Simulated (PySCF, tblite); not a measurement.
**C₆H₁₅B: geometry, infrared bands and NMR shifts**

Wanted: the infrared bands and NMR shifts of C₆H₁₅B (`CB(C)C(C)(C)C`), by calculation.

Computed with tblite 0.8.0 and PySCF 2.14.0, with density-fitted response routines of our own, on a single molecule in the gas phase. Atoms count from 0, in the outputs and in this text.

## (1) The molecule as given

22 atoms, charge 0, multiplicity 1; geometry from: force field or distance geometry start.

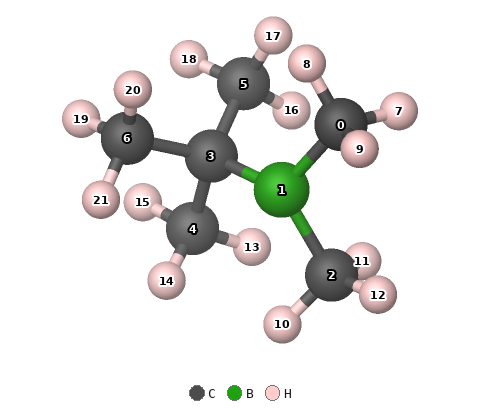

The starting geometry (carbon dark grey, boron green, hydrogen pink), atoms numbered; sticks join atoms by distance.

## (2) Geometry optimisation with GFN2-xTB

What the job is given:

```
{"job": {"kind": "relax", "xc": "GFN2-xTB", "basis": "xTB"}, "charge": 0, "multiplicity": 1}
C      1.473400     1.716200     0.133700
B      0.877600     0.258500     0.387900
C      1.930000    -0.914700     0.036900
C     -0.649300    -0.060100     0.071300
C     -0.766000    -1.575800    -0.147700
C     -1.095800     0.567200    -1.214000
C     -1.553300     0.235800     1.238500
H      1.868700     1.788700    -0.886200
H      0.694600     2.499500     0.280800
H      2.277700     1.967500     0.843500
H      1.573500    -1.841900     0.548800
H      1.815900    -1.136300    -1.056200
H      2.951200    -0.627200     0.297100
H     -0.114000    -1.897500    -1.001400
H     -0.477600    -2.035000     0.802800
H     -1.846500    -1.746400    -0.353400
H     -0.590600     0.016300    -2.042400
H     -0.809500     1.622400    -1.236400
H     -2.189100     0.401900    -1.297800
H     -2.584900    -0.068600     0.954100
H     -1.509100     1.301500     1.554200
H     -1.287200    -0.452700     2.085000
```

Started as:

```console
$ OMP_NUM_THREADS=1 python probes_run.py task.json out
```

This one command runs all jobs of the session in turn.

**Question.** This job is followed by: GFN2-xTB harmonic vibrations, gas phase; GIAO PBE0/pcSseg-1 NMR shielding, non-relativistic, gas phase. Predict these results of the whole session: strongest single infrared mode (GFN2-xTB); zero-point energy (GFN2-xTB); 13C shifts against TMS (PBE0/pcSseg-1, means over atoms taken as alike); 1H shifts against TMS (PBE0/pcSseg-1, means over atoms taken as alike); 11B shifts against BF3·OEt2 (PBE0/pcSseg-1).

As calculated:

```
                                                               quantity                  value
                              strongest single infrared mode (GFN2-xTB)  1104 cm⁻¹, 170 km/mol
                                           zero-point energy (GFN2-xTB)         123.7 kcal/mol
13C shifts against TMS (PBE0/pcSseg-1, means over atoms taken as alike)   30.9, 28.0, 13.1 ppm
 1H shifts against TMS (PBE0/pcSseg-1, means over atoms taken as alike)         0.94, 0.89 ppm
                            11B shifts against BF3·OEt2 (PBE0/pcSseg-1)               91.3 ppm
```

In words: Over 99 steps the energy fell by 0.885 eV; of the close pairs, C3–C5 changed most, 1.498 to 1.539 Å. The lowest mode is imaginary (24i cm⁻¹), so the xTB geometry is not a minimum. The strongest single mode, at 1104 cm⁻¹, is spread over many atoms; the largest shares are those of B1. GFN2-xTB is a fitted tight-binding method: band positions and strengths are rough. Its intensities can rank the bands wrongly. At PBE0/pcSseg-1: The largest span, 160 ppm, is at B1, where the paramagnetic term is -180 ppm.
